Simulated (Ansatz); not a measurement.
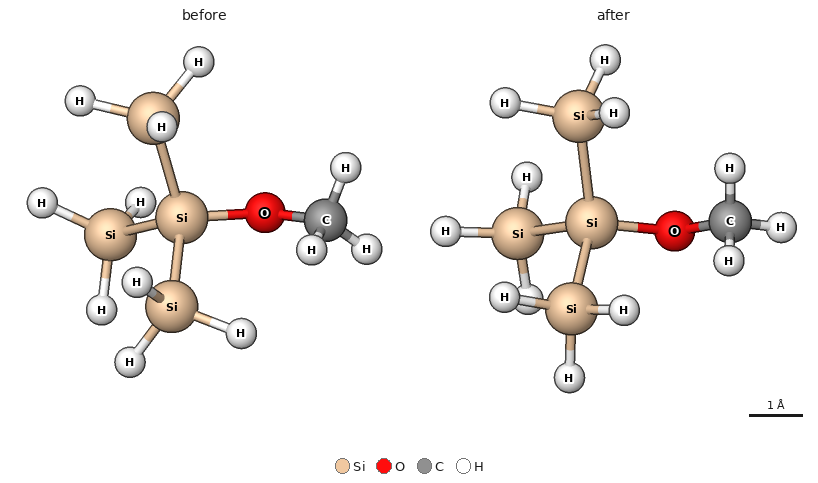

The structure of CH$_{12}$OSi$_{4}$ before (left) and after (right) a relaxation, at one scale.

The picture is a ball-and-stick view, seen at a tilt.

The run prepares the start of a later molecular dynamics calculation, from a guessed geometry.

The calculation used RKS B3LYP-D4/STO-3G in Ansatz. Set-up: no spin polarisation; force threshold 0.02 eV/Å; at most 40 steps.

> Summarise the run.

An H atom moves most after the best rigid fit: 1.04 Å. By element the largest moves are H 1.04 Å, O 0.40 Å, Si 0.32 Å, C 0.09 Å. Among the contacts that change: O–Si 1.680 → 1.747 Å, Si–Si 2.218 → 2.274 Å, C–O 1.420 → 1.461 Å, H–Si 1.460 → 1.445 Å. Bond angles that change, for instance: Si–O–C 125.0° → 111.3°, O–Si–Si 109.5° → 103.5°, O–C–H 109.5° → 113.6°. Groups turn about Si–Si by about 45°, C–O by about 40°, Si–Si by about 35°. After 20 accepted moves (22 points after the start) the energy has fallen by 12.9 kcal/mol. Largest force component: 2.4 eV/Å at the start, 0.0055 eV/Å at the end. The line search rejected the trial steps at points 7, 18 of the run. The forces were under the threshold at step 6, but the run went on from there.

Limits of the set-up: STO-3G is a minimal basis, so the numbers are rough.
